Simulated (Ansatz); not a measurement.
**C2H6Ga (SMILES C[Ga]C): methods side by side**

C2H6Ga: 9 atoms, total charge 0, spin state doublet. As SMILES, `C[Ga]C`. Geometry: optimised at wB97X-V/def2-SVP.

```tsv
atom	x (Å)	y (Å)	z (Å)
C	-1.2413	1.1616	0.1780
Ga	0.4605	0.3892	0.8775
C	1.2721	-1.1352	-0.1222
H	-2.0181	0.3755	0.1749
H	-1.0909	1.4841	-0.8681
H	-1.6102	2.0175	0.7623
H	2.2105	-1.5024	0.3190
H	1.4692	-0.8210	-1.1631
H	0.5482	-1.9693	-0.1584
```

Quantity: the adiabatic ionisation energy (to the singlet cation, shapes relaxed at wB97X-V/def2-SVP, no zero-point term), in eV. The values are calculated.

| level | kind | program | value (eV) | CPU time (all runs) |
| --- | --- | --- | --- | --- |
| UHF/def2-TZVP | Hartree–Fock | Ansatz | 5.53 | 5.9 s |
| UBLYP/def2-TZVP | GGA | Ansatz | 5.80 | 8.3 s |
| UPBE/def2-TZVP | GGA | Ansatz | 5.86 | 7.9 s |
| U-r2SCAN/def2-TZVP | meta-GGA | Ansatz | 5.98 | 15 s |
| UB3LYP/def2-TZVP | global hybrid | Ansatz | 5.97 | 11 s |
| UPBE0-D4/def2-TZVP | global hybrid | Ansatz | 5.91 | 12 s |
| UB2PLYP/def2-TZVP | double hybrid | Ansatz | 5.85 | 17 s |
| UMP2/def2-TZVP | perturbation theory | Ansatz | 5.78 | 9 s |

All-electron rows without a relativistic Hamiltonian named are non-relativistic. The values span 5.53 to 5.98 eV. In the correlated wave-function rows the outer d shell of Ga is correlated, in sets not made for it. Times are those of the runs behind each value, whatever else they computed, on shared processors of several kinds: orders of magnitude only.

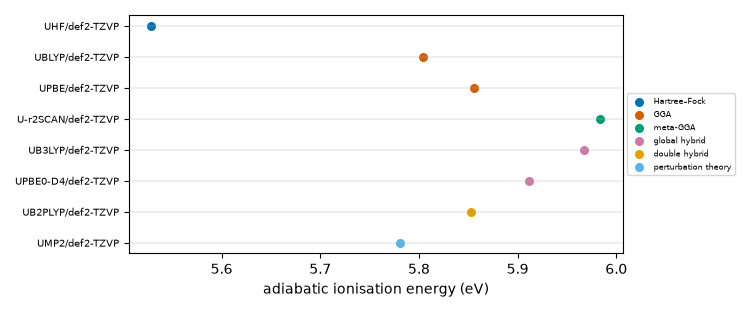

The values of the table, level by level.
